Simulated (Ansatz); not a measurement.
# GaCl (SMILES [Cl][Ga]) at 6 levels

We compute a comparison of 6 runs (B3LYP/6-31G*, B2PLYP/cc-pVTZ, HSE06/cc-pVTZ, PBE/cc-pVTZ, RPA@PBE/cc-pVTZ, MP2/cc-pVTZ) of GaCl. 

The results are computed with Ansatz 0.2.0.

31 further runs of the same task are left out: 31 set aside as unsound or not needed.

## Step 1: The system as given

GaCl: 2 atoms, total charge 0, spin state singlet. As SMILES, `[Cl][Ga]`. The Cl1–Ga2 distance was set to 3.988 Å, away from the relaxed value.

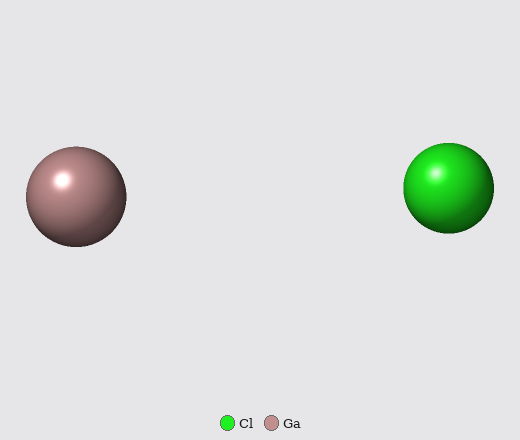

Viewed from a chosen angle; chlorine green, gallium pink.

## Step 2: The energy at B3LYP/6-31G(d) (spherical functions) (run 1)

Input file job.yaml:

```yaml
basis:
  gaussian:
    orbitals: 6-31G_st_-spherical.json
crystal:
  periodic: [false, false, false]
  atoms:
    - symbol: Cl
      position_ang: [-0.000000, 0.000000, -1.796140]
    - symbol: Ga
      position_ang: [0.000000, -0.000000, 2.192160]
hamiltonian:
  xc: {name: B3LYP}
accuracy: high
output: {orbitals: {seedname: orbitals}}
```

The basis set 6-31G* is read from a file made from the Basis Set Exchange's data (not shown).

Run with:

```bash
$ ansatz run job.yaml --threads 1 --pin off --max-ram 3480MiB --events-out events.jsonl --progress --plain --runs-dir runs
```

Log:

```text
Warning: RAYON_NUM_THREADS=1 ignored (pool sized by the plan → 1); use --threads N
Functional definition: B3LYP
  name "B3LYP"
  parameter a0 = 0.2
  parameter ax = 0.72
  parameter ac = 0.81
  exchange = (1 - a0 - ax)*slater_x + ax*b88_x + a0*exact_x
  correlation = (1 - ac)*vwn_rpa_c + ac*lyp_c
805 factors; integrals over basis functions are off by at most 3.7e-9 eV
mean field evaluation 1: about -64890.5115 eV, gradient 2.7e1 eV
mean field evaluation 2: about -64680.1510 eV, gradient 1.1e2 eV
mean field evaluation 4: about -64889.2386 eV, gradient 3.3e1 eV
mean field evaluation 8: about -64893.3394 eV, gradient 5.5e-1 eV
mean field evaluation 16: about -64893.3438 eV, gradient 1.7e-3 eV
mean field -64893.34380214 eV, -2384.7863984403 hartree, gradient 8.2e-8 eV, S^2 0.000000; 0 other end points of the search recorded, 0 dependent functions left out
reference -64893.34383354 eV, -2384.7863995943 hartree; 24, 24 occupied and 26, 26 virtual orbitals, 805 factors
Total energy: -64893.34383354 eV, -2384.7863995943 hartree
```

Run time: 2.1 s. Hardware: 1 thread of Arm Neoverse V2, shared host; peak memory 0.12 GiB.

## Step 3: The energy at B2PLYP/cc-pVTZ (run 2)

Input file run.yaml:

```yaml
crystal:
  periodic: [false, false, false]
  atoms:
    - {symbol: Cl, position_ang: [-0.000000, 0.000000, -1.796140]}
    - {symbol: Ga, position_ang: [0.000000, -0.000000, 2.192160]}
basis:
  gaussian: {orbitals: cc-pVTZ}
hamiltonian: {xc: {name: B2PLYP}}
correlation: {frozen_orbitals: {Cl: 5, Ga: 9}}
accuracy: high
output: {orbitals: {seedname: orbitals}}
```

Run with:

```bash
$ ansatz run run.yaml --threads 1 --pin off --max-ram 3480MiB --events-out events.jsonl --progress --plain --runs-dir runs
```

Log, cut to the lines that bear on the results:

```text
Warning: RAYON_NUM_THREADS=1 ignored (pool sized by the plan → 1); use --threads N
Functional definition: B2PLYP
  name "B2PLYP"
[...]
927 factors; integrals over basis functions are off by at most 4.6e-9 eV
[...]
mean field -64884.16648486 eV, -2384.4491382509 hartree, gradient 2.6e-8 eV, S^2 0.000000; 0 other end points of the search recorded, 0 dependent functions left out
14 core orbitals not correlated: weight in the atoms' cores, before any rotation towards them, 1.000 or more for the frozen orbitals, at most 0.000 for the correlated occupied ones
reference -64884.16650499 eV, -2384.4491389906 hartree; 10, 10 occupied and 53, 53 virtual orbitals, 927 factors
second order -10.21048690 eV of doubles, -0.00000000 eV of singles
Total energy: -64886.92333645 eV, -2384.5504506782 hartree
```

Wall time 6.3 s (1 thread of Arm Neoverse V2, shared host); peak memory 0.18 GiB.

Run 3 isn't shown in full; the table further down has it.

## Step 4: The energy at PBE/cc-pVTZ (run 4)

Input file input.yaml:

```yaml
crystal:
  periodic: [false, false, false]
  atoms:
    - {symbol: Cl, position_ang: [-0.000000, 0.000000, -1.796140]}
    - {symbol: Ga, position_ang: [0.000000, -0.000000, 2.192160]}
basis:
  gaussian:
    orbitals: cc-pVTZ
hamiltonian:
  xc: {name: PBE}
accuracy: high
output: {orbitals: {seedname: orbitals}}
```

Run with:

```bash
$ ansatz run input.yaml --threads 1 --pin off --max-ram 3480MiB --events-out events.jsonl --progress --plain --runs-dir runs
```

Log, cut to the lines that bear on the results:

```text
Warning: RAYON_NUM_THREADS=1 ignored (pool sized by the plan → 1); use --threads N
Functional definition: PBE
  name "PBE"
[...]
927 factors; integrals over basis functions are off by at most 4.6e-9 eV
[...]
mean field -64888.10030632 eV, -2384.5937035231 hartree, gradient 3.6e-8 eV, S^2 0.000000; 4 other end points of the search recorded, 0 dependent functions left out
reference -64888.10030896 eV, -2384.5937036204 hartree; 24, 24 occupied and 53, 53 virtual orbitals, 927 factors
Total energy: -64888.10030896 eV, -2384.5937036204 hartree
```

Run time: 8.7 s. Hardware: 1 thread of Arm Neoverse V2, shared host; peak memory 0.13 GiB.

Run 5 isn't shown in full; the table further down has it.

## Step 5: The energy at MP2/cc-pVTZ (run 6)

Edit input.yaml of step 4 so:

```diff
@@ -8,5 +8,5 @@
     orbitals: cc-pVTZ
-hamiltonian:
-  xc: {name: PBE}
+correlation:
+  method: mp2
+  frozen_orbitals: {Cl: 5, Ga: 9}
 accuracy: high
-output: {orbitals: {seedname: orbitals}}
```

Run with:

```bash
$ ansatz run input.yaml --threads 1 --pin off --max-ram 3480MiB --events-out events.jsonl --progress --plain --runs-dir runs
```

Log:

```text
Warning: RAYON_NUM_THREADS=1 ignored (pool sized by the plan → 1); use --threads N
Functional definition: HF
  name "HF"
  exchange = exact_x
  correlation = 0
927 factors; integrals over basis functions are off by at most 4.6e-9 eV
mean field evaluation 1: about -64836.9775 eV, gradient 2.0e1 eV
mean field evaluation 2: about -64836.9842 eV, gradient 2.0e1 eV
mean field evaluation 4: about -64838.4834 eV, gradient 1.2e0 eV
mean field evaluation 8: about -64838.5140 eV, gradient 1.2e-1 eV
mean field evaluation 16: about -64838.5143 eV, gradient 1.5e-8 eV
mean field -64838.51431607 eV, -2382.7714519922 hartree, gradient 2.1e-8 eV, S^2 0.000000; 0 other end points of the search recorded, 0 dependent functions left out
14 core orbitals not correlated: weight in the atoms' cores, before any rotation towards them, 1.000 or more for the frozen orbitals, at most 0.000 for the correlated occupied ones
reference -64838.51431607 eV, -2382.7714519922 hartree; 10, 10 occupied and 53, 53 virtual orbitals, 927 factors
second order -8.02447569 eV of doubles, -0.00000000 eV of singles
Total energy: -64846.53879177 eV, -2383.0663460347 hartree
```

Run time: 1.4 s. Hardware: 1 thread of Arm Neoverse V2, shared host; peak memory 0.13 GiB.

## Step 6: Overview of the runs

```tsv
run	level	frozen core orbitals	energy (Eh)	HOMO energy (eV)	LUMO energy (eV)	HOMO–LUMO gap (eV)	wall time
1	B3LYP/6-31G* (spherical functions)	–	-2384.786400	-5.49	-3.95	1.53	2.1 s
2	B2PLYP/cc-pVTZ	14	-2384.550451	-6.50	-2.96	3.54	6.3 s
3	HSE06/cc-pVTZ	–	-2384.651208	-5.32	-4.11	1.21	8.4 s
4	PBE/cc-pVTZ	–	-2384.593704	-4.83	-4.27	0.56	8.7 s
5	RPA@PBE/cc-pVTZ	14	-2383.266122	–	–	–	12 s
6	MP2/cc-pVTZ	14	-2383.066346	–	–	–	1.4 s
```

## Step 7: Results

| quantity | value |
| --- | --- |
| run 6: total energy | -2383.06635 Eh |
| run 6: correlation energy (14 core orbitals frozen) | -294.9 mEh |

**Reading.** Over runs 1, 2, 3, 4 the HOMO–LUMO gap runs from 0.56 eV (PBE/cc-pVTZ) to 3.54 eV (B2PLYP/cc-pVTZ). A double hybrid's value is that of its SCF part. Totals of different functionals can't be ranked against each other. All runs together took 39 s, the longest 12 s.
